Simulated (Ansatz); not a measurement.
Consider C₂₄H₁₈O₈S₆ (SMILES Sc1sc(-c2sc(-c3sc(-c4sc(S)c5c4OCCO5)c4c3OCCO4)c3c2OCCO3)c2c1OCCO2).

The calculation's input:

```
crystal:
  periodic: [false, false, false]
  atoms:
    - {symbol: S, position_ang: [7.498219, 3.880075, 1.674773]}
    - {symbol: C, position_ang: [6.440129, 2.563360, 1.202468]}
    - {symbol: S, position_ang: [4.713604, 2.599849, 1.506070]}
    - {symbol: C, position_ang: [4.472152, 0.997132, 0.832385]}
    - {symbol: C, position_ang: [3.163083, 0.400580, 0.767881]}
    - {symbol: S, position_ang: [1.748328, 1.380520, 0.406369]}
    - {symbol: C, position_ang: [0.663029, -0.000351, 0.499661]}
    - {symbol: C, position_ang: [-0.752614, 0.113865, 0.313850]}
    - {symbol: S, position_ang: [-1.837661, -1.268010, 0.393565]}
    - {symbol: C, position_ang: [-3.261294, -0.274132, 0.113078]}
    - {symbol: C, position_ang: [-4.572326, -0.867265, 0.057752]}
    - {symbol: S, position_ang: [-5.016290, -2.202326, 1.107453]}
    - {symbol: C, position_ang: [-6.634537, -2.303943, 0.439586]}
    - {symbol: S, position_ang: [-7.817849, -3.449838, 1.042250]}
    - {symbol: C, position_ang: [-6.817140, -1.326278, -0.532956]}
    - {symbol: C, position_ang: [-5.650290, -0.525526, -0.759161]}
    - {symbol: O, position_ang: [-5.606156, 0.444378, -1.718573]}
    - {symbol: C, position_ang: [-6.914615, 0.861709, -2.107434]}
    - {symbol: C, position_ang: [-7.802801, -0.342118, -2.395447]}
    - {symbol: O, position_ang: [-7.972833, -1.155534, -1.230781]}
    - {symbol: C, position_ang: [-2.895232, 1.062941, -0.039542]}
    - {symbol: C, position_ang: [-1.488575, 1.272763, 0.058777]}
    - {symbol: O, position_ang: [-0.911303, 2.505150, -0.060846]}
    - {symbol: C, position_ang: [-1.859688, 3.565577, 0.089010]}
    - {symbol: C, position_ang: [-3.130757, 3.270535, -0.698526]}
    - {symbol: O, position_ang: [-3.774101, 2.090332, -0.215169]}
    - {symbol: C, position_ang: [1.396973, -1.154584, 0.780441]}
    - {symbol: C, position_ang: [2.795554, -0.932789, 0.946165]}
    - {symbol: O, position_ang: [3.655748, -1.932394, 1.291877]}
    - {symbol: C, position_ang: [3.098639, -3.226178, 1.055133]}
    - {symbol: C, position_ang: [1.672161, -3.316117, 1.584450]}
    - {symbol: O, position_ang: [0.819982, -2.386106, 0.909673]}
    - {symbol: C, position_ang: [5.692967, 0.468492, 0.413008]}
    - {symbol: C, position_ang: [6.803679, 1.347463, 0.632496]}
    - {symbol: O, position_ang: [8.078104, 1.022014, 0.283984]}
    - {symbol: C, position_ang: [8.141165, -0.104825, -0.595265]}
    - {symbol: C, position_ang: [7.182700, -1.204701, -0.157194]}
    - {symbol: O, position_ang: [5.831865, -0.745260, -0.195601]}
    - {symbol: H, position_ang: [7.506331, 4.563717, 0.486340]}
    - {symbol: H, position_ang: [-7.644017, -4.428698, 0.098516]}
    - {symbol: H, position_ang: [-7.368432, 1.487102, -1.303564]}
    - {symbol: H, position_ang: [-6.794356, 1.483398, -3.016213]}
    - {symbol: H, position_ang: [-7.354390, -0.948613, -3.216455]}
    - {symbol: H, position_ang: [-8.816317, -0.020593, -2.706466]}
    - {symbol: H, position_ang: [-1.367932, 4.485764, -0.282272]}
    - {symbol: H, position_ang: [-2.106290, 3.700731, 1.167387]}
    - {symbol: H, position_ang: [-2.887076, 3.152835, -1.779921]}
    - {symbol: H, position_ang: [-3.858997, 4.097623, -0.586609]}
    - {symbol: H, position_ang: [3.111681, -3.449739, -0.036871]}
    - {symbol: H, position_ang: [3.753094, -3.953512, 1.574357]}
    - {symbol: H, position_ang: [1.246454, -4.322929, 1.407007]}
    - {symbol: H, position_ang: [1.661956, -3.110228, 2.679669]}
    - {symbol: H, position_ang: [9.189571, -0.462064, -0.575229]}
    - {symbol: H, position_ang: [7.893524, 0.213931, -1.634358]}
    - {symbol: H, position_ang: [7.244268, -2.071647, -0.843903]}
    - {symbol: H, position_ang: [7.438919, -1.545535, 0.872904]}
basis:
  gaussian: {orbitals: def2-SVP, fitting: {mean_field: def2-universal-jkfit}, initial_orbitals: start.molden}
hamiltonian: {xc: pbe0, dispersion: d4}
scf: {omitted_lower_state_checks: [starts]}
output: {orbitals: {seedname: orbitals}}
```

Launched as:

```sh
ansatz run in.yaml --threads 2 --pin off --events-out ev --progress --plain --max-ram 32768MiB --backend cuda --devices 0, --max-vram 18GiB
```

Geometry: PBE-D4/def2-SVP.

Computed with Ansatz, RKS PBE0-D4/def2-SVP.

Predict the electron density and electron localisation function between the atoms.

C–O (1.36 Å): the density is about 2.3 e/Å³ at the midpoint, with its minimum of 1.9 e/Å³ about 0.5 Å from C; the ELF peaks at about 0.90 between the atoms, as expected for a polar covalent bond.
C–C (1.39 Å): the density is about 2 e/Å³ at the midpoint; the ELF peaks at about 0.95 between the atoms; a covalent bond.
C–S (1.76 Å): ρ is about 1.4 e/Å³ halfway; the ELF peaks at about 0.90 between the atoms; a shared electron pair.
C–H (1.11 Å): the density is about 1.9 e/Å³ at the midpoint; the ELF climbs to about 1 towards the hydrogen, as it does in any bond to H; a covalent bond by its length.

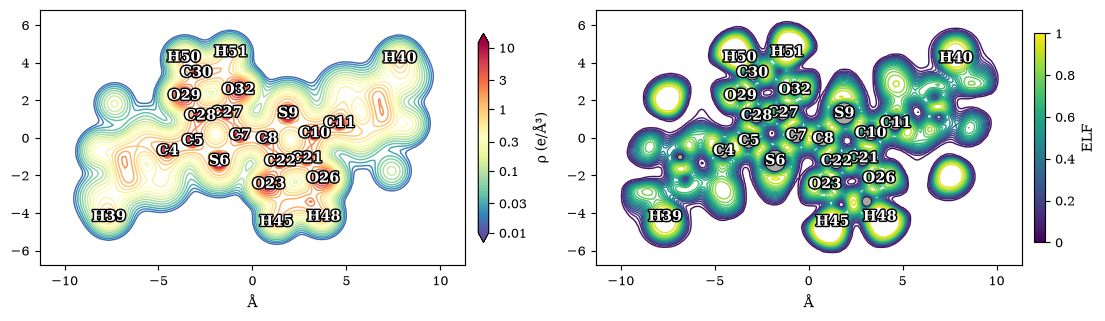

Computed electron density and electron localisation function on the plane of atoms C8, C22 and O23, in this order. Grey discs cover the atomic cores in the ELF map. 
